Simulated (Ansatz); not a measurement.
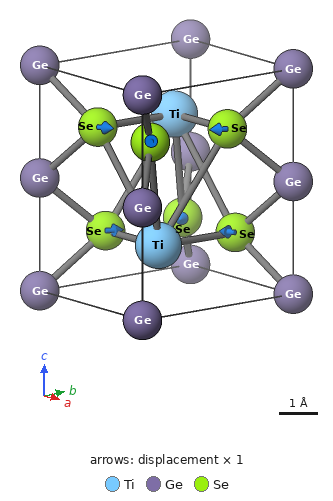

This is a relaxation of crystalline TiGeSe3 (built on the KVCl3-194 type type). The starting structure is drawn; blue arrows show the displacements (the part carried along by the change of the cell is left out), at their true length.

The picture is a ball-and-stick view of the cell of the calculation, seen slightly off an axis.

Computed with DFT, PBEsol, plane waves, PAW (Ansatz). (plane-wave cutoff 420 eV; k-point mesh 6 × 6 × 6; occupations fermi dirac; smearing width 0.03 eV; no spin polarisation; cell and atoms relaxed; force threshold 0.01 eV/Å; at most 120 steps)

### Describe the change and its energy.

The largest moves relative to the cell, 0.55 Å, are those of Se atoms. Ti and Ge stay in place. The volume changes by −14.0 %, with a = b 6.860 → 7.497 Å (+9.3 %), c 6.111 → 4.403 Å (−27.9 %). Some distances before and after: Se–Se 3.352 → 4.618 Å, Se–Ti 3.666 → 2.758 Å, Ge–Ge 3.056 → 2.202 Å, Se–Se 3.508 → 2.879 Å. New bonds form, among them: Ge–Ge (3.06 → 2.20 Å). Among the angles between lasting bonds that change: Se–Ge–Se 94.4° → 73.6°, Se–Ge–Se 85.6° → 106.4°. The space group stays P6_3/mmc (No. 194). After 11 accepted moves (14 points after the start) the energy has fallen by 379 meV per atom. Largest force component: 1.7 eV/Å at the start, 0.00056 eV/Å at the end. Pressure: −3.00 GPa at the start and 0.00 GPa at the end. The line search rejected the trial step at point 8 of the run. At 2 points the geometry stayed and the basis and grid were re-selected for the new cell (energy shift of 0.5 meV per atom at most each time). Cost: 2.1 min on 4 threads of Arm Neoverse V2, on a shared host, peak memory 1.1 GiB.
